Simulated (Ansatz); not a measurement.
**[BCl2]+ (SMILES Cl[B+]Cl) at B3LYP/STO-3G**

What is the vertical singlet–triplet gap of [BCl2]+ at B3LYP/STO-3G? 

Program for the calculation: Ansatz 0.2.0.

### Step 1. Starting point

The species is [BCl2]+ (3 atoms), typed as a singlet with charge +1. As SMILES, `Cl[B+]Cl`. Geometry: a GFN2-xTB relaxation, a rough one for these elements and not checked as a minimum.

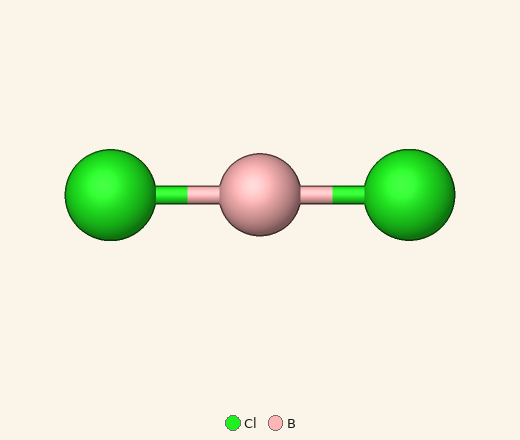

Viewed from a chosen angle; chlorine green, boron pink.

### Step 2. A single-point energy at B3LYP/STO-3G

Input file molecule.yaml:

```yaml
crystal:
  periodic: [false, false, false]
  atoms:
    - symbol: Cl
      position_ang: [-1.238380, 0.766480, -0.591300]
    - symbol: B
      position_ang: [0.000740, 0.001360, 0.000550]
    - symbol: Cl
      position_ang: [1.237640, -0.767840, 0.590740]
basis:
  gaussian:
    orbitals: STO-3G
total_charge: 1
hamiltonian:
  xc: {name: B3LYP}
accuracy: high
```

Started as:

```
$ ansatz run molecule.yaml --threads 1 --pin off --max-ram 2610MiB --events-out events.jsonl --progress --plain --runs-dir runs
```

The log of the run:

```text
Warning: RAYON_NUM_THREADS=1 ignored (pool sized by the plan → 1); use --threads N
Functional definition: B3LYP
  name "B3LYP"
  parameter a0 = 0.2
  parameter ax = 0.72
  parameter ac = 0.81
  exchange = (1 - a0 - ax)*slater_x + ax*b88_x + a0*exact_x
  correlation = (1 - ac)*vwn_rpa_c + ac*lyp_c
399 factors; integrals over basis functions are off by at most 2.4e-8 eV
mean field evaluation 1: about -25429.9801 eV, gradient 2.5e1 eV
mean field evaluation 2: about -25425.5674 eV, gradient 4.7e1 eV
mean field evaluation 4: about -25432.4582 eV, gradient 3.3e-2 eV
mean field evaluation 8: about -25432.4381 eV, gradient 5.8e-4 eV
mean field evaluation 16: about -25432.4381 eV, gradient 4.3e-9 eV
mean field -25432.43805185 eV, -934.6248596800 hartree, gradient 4.3e-9 eV, S^2 0.000000; 0 other end points of the search recorded, 0 dependent functions left out
reference -25432.43807604 eV, -934.6248605688 hartree; 19, 19 occupied and 4, 4 virtual orbitals, 399 factors
Total energy: -25432.43807604 eV, -934.6248605688 hartree
```

It took 0.86 s on 1 thread of Arm Neoverse V2, shared host; peak memory 0.092 GiB.

### Step 3. The triplet at the same level

Input file job.yaml:

```yaml
crystal:
  periodic: [false, false, false]
  atoms:
    - {symbol: Cl, position_ang: [-1.238380, 0.766480, -0.591300]}
    - {symbol: B, position_ang: [0.000740, 0.001360, 0.000550]}
    - {symbol: Cl, position_ang: [1.237640, -0.767840, 0.590740]}
basis:
  gaussian: {orbitals: STO-3G}
magnetization: {spin_polarized: true, initial_magnetization: 2}
total_charge: 1
accuracy: high
hamiltonian: {xc: {name: B3LYP}}
```

Started as:

```
$ ansatz run job.yaml --threads 1 --pin off --max-ram 2610MiB --events-out events.jsonl --progress --plain --runs-dir runs
```

The log of the run (excerpt; [...] marks lines left out):

```text
Warning: RAYON_NUM_THREADS=1 ignored (pool sized by the plan → 1); use --threads N
[... 7 set-up lines as earlier in the session ...]
399 factors; integrals over basis functions are off by at most 2.4e-8 eV
mean field evaluation 1: about -25424.9327 eV, gradient 4.2e0 eV
mean field evaluation 2: about -25425.0362 eV, gradient 3.1e0 eV
mean field evaluation 4: about -25425.1049 eV, gradient 6.7e-2 eV
mean field evaluation 8: about -25425.1055 eV, gradient 1.9e-2 eV
mean field evaluation 16: about -25425.3900 eV, gradient 2.1e-2 eV
mean field evaluation 32: about -25425.3901 eV, gradient 2.7e-3 eV
mean field evaluation 64: about -25425.3355 eV, gradient 5.1e-1 eV
mean field -25425.38998373 eV, -934.3658479538 hartree, gradient 2.8e-8 eV, S^2 2.001949; 4 other end points of the search recorded, 0 dependent functions left out
reference -25425.39000793 eV, -934.3658488429 hartree; 20, 18 occupied and 3, 5 virtual orbitals, 399 factors
Total energy: -25425.39000793 eV, -934.3658488429 hartree
```

Wall time 23 s (1 thread of Arm Neoverse V2, shared host); peak memory 0.14 GiB.

### Step 4. Outcome

At B3LYP/STO-3G:

```
                                        quantity          value
                           singlet: total energy  -934.62486 Eh
                           triplet: total energy  -934.36585 Eh
                                   triplet: ⟨S²⟩          2.002
vertical energy of the triplet above the singlet       7.048 eV
```

**Reading.** At this shape the triplet lies 7.05 eV (163 kcal/mol) above the singlet.
